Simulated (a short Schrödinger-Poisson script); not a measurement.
Structure: gated In0.52Al0.48As/In0.53Ga0.47As δ-doped gas in a quantum well, at 300 K.

```csv
layer,material,thickness (nm),Na (cm⁻³)
1,In0.52Al0.48As,30,-
2,In0.52Al0.48As,3,-
3,In0.53Ga0.47As,6,-
4,In0.52Al0.48As,4000,8e15
```

The device is made up for the run: typed textbook-type constants, with dimensions and the other settings drawn at random. In0.52Al0.48As: permittivity 12.5, conduction-band edge (eV) 0.52, gap (eV) 1.45, electron mass (mₑ) 0.075, Nv at 300 K (cm⁻³) 1.1e19. In0.53Ga0.47As: permittivity 13.9, conduction-band edge (eV) 0, gap (eV) 0.74, Nv at 300 K (cm⁻³) 7.7e18.

Channel valleys (confinement mass, in-plane density-of-states mass, number): Γ 0.041, 0.041, 1. At the gate the conduction-band edge of layer 1 lies 0.65 eV − eVg above the Fermi level of the channel; the field vanishes at the back. Sheet of ionised δ-doping: +2.6e12 e/cm² at 30 nm from the gate. The barrier under the gate holds no holes. Gaps are held at their typed values at every temperature. Mesh 0.08 nm at interfaces.

Solved with a short Schrödinger-Poisson script written for these runs: 1D Poisson equation in equilibrium, electrons quantum, Hartree (BenDaniel-Duke, 40 states a valley, the channel's in-plane mass for all, wave functions free to enter the barrier), parabolic valleys, classical holes, full ionisation, no traps, pinning or gate leakage.

Only gate voltages with over 1e8 electrons/cm² are shown.

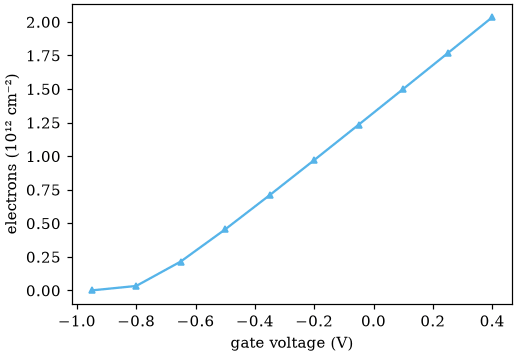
*Sheet density against gate voltage*

```csv
Vg (V),electrons (cm⁻²),in the channel layer,C (μF/cm²),Γ E0 (meV),Γ E1 (meV)
0.4,2.03e12,1.88e12,0.289,-118.4,156.8
0.25,1.77e12,1.64e12,0.288,-102.7,179.2
0.1,1.50e12,1.39e12,0.287,-86.7,198.9
-0.05,1.23e12,1.15e12,0.285,-70.5,217.8
-0.2,9.71e11,9.03e11,0.283,-53.6,236.8
-0.35,7.10e11,6.61e11,0.279,-35.6,256.7
-0.5,4.55e11,4.24e11,0.271,-15.1,279.0
-0.65,2.15e11,2.01e11,0.246,12.1,307.7
-0.8,3.34e10,3.12e10,0.134,65.8,362.5
-0.95,3.23e8,3.01e8,0.0319,186.7,483.6
```

Subbands count from the Fermi level.
